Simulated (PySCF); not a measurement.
**Run report: C$_{2}$H$_{3}$F$_{3}$, geometry relaxation**

- system: C$_{2}$H$_{3}$F$_{3}$, SMILES CC(F)(F)F
- method: B3LYP/pcSseg-1 tight geometry optimisation and Hessian, gas phase (PySCF 2.14.0)

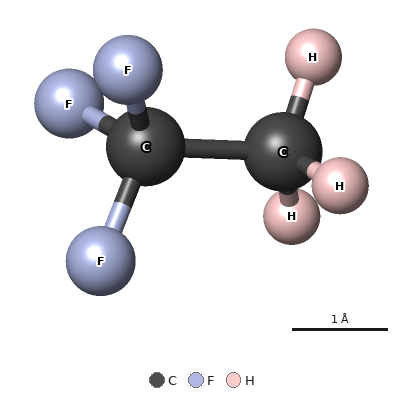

*The structure as given in the input (ball-and-stick view, seen at a tilt).*

Bond lengths as drawn: C–C 1.51 Å, C–F 1.34 Å and C–H 1.09 Å.

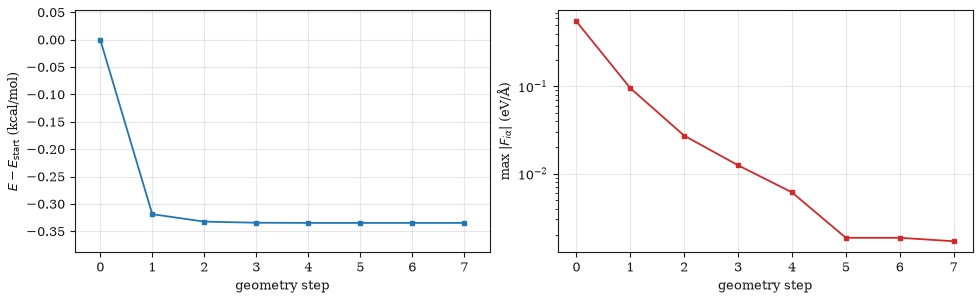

*Progress of the relaxation, step by step (steps are counted from 0).*

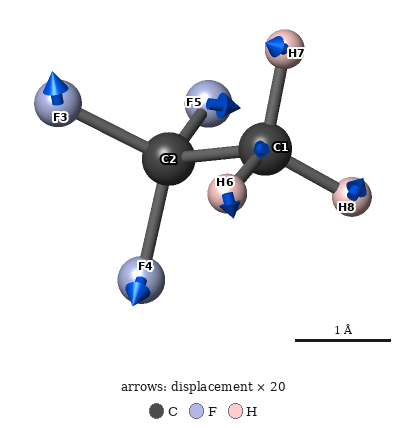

*The starting structure with the displacements as blue arrows, magnified 20 times (ball-and-stick view, seen at a tilt). The two geometries are laid on each other by the best rigid fit.*

The largest moves after the best rigid fit, 0.019 Å, are those of F3, F4 and F5. By element the largest moves are F 0.019 Å, H 0.014 Å, C 0.009 Å. Among the contacts that change: C2–F3 1.342 → 1.352 Å, C1–H6 1.087 → 1.092 Å, C1–C2 1.508 → 1.502 Å. Over 7 geometry steps the energy falls by 0.33 kcal/mol. Largest force component: 0.56 eV/Å at the start, 0.0017 eV/Å at the end. (Atoms are counted from 1 in the order of the input.)

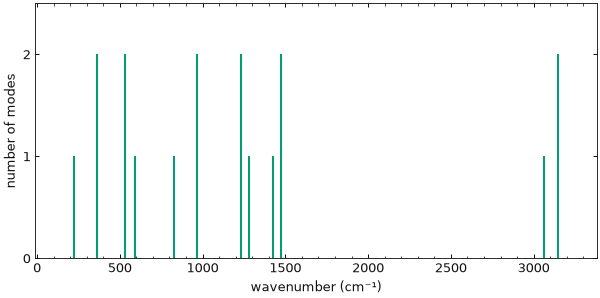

*Harmonic vibrational wavenumbers from the force constants; neighbouring modes closer than 13 cm⁻¹ are counted in one stick.*

18 modes from 222 to 3150 cm⁻¹, none imaginary.

The input and output of the run follow.

Input file:
```
{"job": {"xc": "B3LYP", "basis": "pcSseg-1", "grid": 2, "temperatures": [300, 350], "kind": "geom"}, "charge": 0, "multiplicity": 1}
C     -0.795261    -0.015470     0.127517
C      0.689262     0.021991    -0.132013
F      1.088941     1.197825    -0.640521
F      1.078926    -0.921104    -1.003603
F      1.407580    -0.172741     0.984841
H     -1.323014     0.164486    -0.805236
H     -1.048245     0.755547     0.850316
H     -1.061959    -0.992884     0.520438
```

The first line tells a small driver script what to run in PySCF; the rest is the geometry in Å.

Launch command:
```bash
OMP_NUM_THREADS=1 python <driver script> task.json out
```

Log:
```
step   0  E = -10273.4072907 eV  max force = 0.55546
step   1  E = -10273.4211101 eV  max force = 0.09564
step   2  E = -10273.4216983 eV  max force = 0.02733
step   3  E = -10273.4217871 eV  max force = 0.01252
step   4  E = -10273.4218004 eV  max force = 0.00613
step   5  E = -10273.4218008 eV  max force = 0.00185
step   6  E = -10273.4218008 eV  max force = 0.00185
step   7  E = -10273.4218008 eV  max force = 0.00169
harmonic wavenumbers (cm-1): 222.5 361.9 362.3 531.6 531.8 593.5 826.6 966.6 966.8 1231.0 1231.3 1280.0 1426.6 1474.1 1474.5 3061.1 3149.3 3149.5
```

Trajectory as extended XYZ (Å, eV, eV/Å), 8 frames, from step=0 to step=7:
```
8
Properties=species:S:1:pos:R:3:forces:R:3 step=0 energy=-10273.40729
C    -0.7953   -0.0155    0.1275    0.3918   0.0109  -0.0700
C     0.6893    0.0220   -0.1320   -0.1662  -0.0027   0.0263
F     1.0889    1.1978   -0.6405   -0.0278   0.5440  -0.1943
F     1.0789   -0.9211   -1.0036   -0.0331  -0.4432  -0.3680
F     1.4076   -0.1727    0.9848    0.1128  -0.1016   0.5555
H    -1.3230    0.1645   -0.8052   -0.1218   0.0270  -0.1513
H    -1.0482    0.7555    0.8503   -0.0778   0.1303   0.1255
H    -1.0620   -0.9929    0.5204   -0.0781  -0.1647   0.0764
8
Properties=species:S:1:pos:R:3:forces:R:3 step=1 energy=-10273.42111
C    -0.7851   -0.0151    0.1255   -0.0291  -0.0008   0.0042
C     0.6945    0.0223   -0.1333   -0.0825  -0.0030   0.0157
F     1.0850    1.2209   -0.6266    0.0324  -0.0911   0.0259
F     1.0687   -0.9216   -1.0287    0.0333   0.0732   0.0598
F     1.4035   -0.1960    0.9992    0.0073   0.0196  -0.0956
H    -1.3235    0.1410   -0.8128    0.0164   0.0018   0.0139
H    -1.0505    0.7738    0.8340    0.0117  -0.0154  -0.0106
H    -1.0565   -0.9877    0.5444    0.0106   0.0158  -0.0132
8
Properties=species:S:1:pos:R:3:forces:R:3 step=2 energy=-10273.42170
C    -0.7866   -0.0152    0.1258   -0.0082   0.0001   0.0008
C     0.6921    0.0222   -0.1329    0.0273   0.0007  -0.0042
F     1.0842    1.2119   -0.6431   -0.0055  -0.0060   0.0080
F     1.0734   -0.9312   -1.0133   -0.0065   0.0070   0.0037
F     1.4049   -0.1772    0.9994   -0.0094  -0.0026  -0.0051
H    -1.3237    0.1631   -0.8085    0.0008  -0.0015  -0.0049
H    -1.0477    0.7591    0.8509    0.0005   0.0043  -0.0009
H    -1.0604   -0.9951    0.5234    0.0009  -0.0021   0.0027
8
Properties=species:S:1:pos:R:3:forces:R:3 step=3 energy=-10273.42179
C    -0.7869   -0.0152    0.1258    0.0020   0.0002  -0.0009
C     0.6921    0.0222   -0.1329    0.0125   0.0002  -0.0019
F     1.0860    1.2155   -0.6321   -0.0038   0.0092  -0.0016
F     1.0717   -0.9234   -1.0218   -0.0041  -0.0077  -0.0050
F     1.4048   -0.1886    0.9970   -0.0029  -0.0027   0.0113
H    -1.3237    0.1492   -0.8113   -0.0004   0.0018  -0.0004
H    -1.0496    0.7684    0.8403   -0.0014  -0.0008   0.0006
H    -1.0581   -0.9904    0.5367   -0.0020  -0.0001  -0.0022
8
Properties=species:S:1:pos:R:3:forces:R:3 step=4 energy=-10273.42180
C    -0.7866   -0.0152    0.1258    0.0019   0.0003  -0.0010
C     0.6925    0.0222   -0.1329   -0.0061  -0.0003   0.0016
F     1.0853    1.2151   -0.6343    0.0026   0.0003   0.0013
F     1.0717   -0.9251   -1.0203    0.0021   0.0002  -0.0003
F     1.4045   -0.1865    0.9978    0.0009  -0.0012   0.0008
H    -1.3236    0.1519   -0.8107    0.0002   0.0012  -0.0016
H    -1.0491    0.7666    0.8424   -0.0006   0.0004   0.0004
H    -1.0584   -0.9913    0.5341   -0.0010  -0.0008  -0.0012
8
Properties=species:S:1:pos:R:3:forces:R:3 step=5 energy=-10273.42180
C    -0.7866   -0.0152    0.1258   -0.0006   0.0002  -0.0005
C     0.6924    0.0222   -0.1329    0.0011  -0.0001   0.0003
F     1.0854    1.2150   -0.6344    0.0007  -0.0003   0.0019
F     1.0718   -0.9252   -1.0202    0.0002   0.0006   0.0003
F     1.4046   -0.1864    0.9977   -0.0011  -0.0012   0.0006
H    -1.3237    0.1520   -0.8107    0.0007   0.0011  -0.0009
H    -1.0492    0.7665    0.8424   -0.0003  -0.0003  -0.0003
H    -1.0585   -0.9914    0.5340   -0.0007   0.0000  -0.0015
8
Properties=species:S:1:pos:R:3:forces:R:3 step=6 energy=-10273.42180
C    -0.7866   -0.0152    0.1258   -0.0006   0.0002  -0.0005
C     0.6924    0.0222   -0.1329    0.0011  -0.0001   0.0003
F     1.0854    1.2150   -0.6344    0.0007  -0.0003   0.0019
F     1.0718   -0.9252   -1.0202    0.0002   0.0006   0.0003
F     1.4046   -0.1864    0.9977   -0.0011  -0.0012   0.0006
H    -1.3237    0.1520   -0.8107    0.0007   0.0011  -0.0009
H    -1.0492    0.7665    0.8424   -0.0003  -0.0003  -0.0003
H    -1.0585   -0.9914    0.5340   -0.0007   0.0000  -0.0015
8
Properties=species:S:1:pos:R:3:forces:R:3 step=7 energy=-10273.42180
C    -0.7867   -0.0152    0.1258   -0.0001   0.0002  -0.0006
C     0.6924    0.0222   -0.1329    0.0001  -0.0002   0.0005
F     1.0854    1.2150   -0.6343    0.0009   0.0001   0.0017
F     1.0718   -0.9251   -1.0202    0.0004   0.0003   0.0001
F     1.4046   -0.1864    0.9977   -0.0008  -0.0013   0.0009
H    -1.3237    0.1519   -0.8108    0.0006   0.0011  -0.0009
H    -1.0491    0.7666    0.8424   -0.0003  -0.0002  -0.0002
H    -1.0585   -0.9914    0.5341   -0.0008   0.0000  -0.0015
```

Key numbers:

- outcome: converged
- wavenumbers, lowest and highest: 222 and 3150 cm⁻¹
- hardware: 1 CPU thread, shared host
- wall time: 2 min
- peak memory: 0.54 GiB
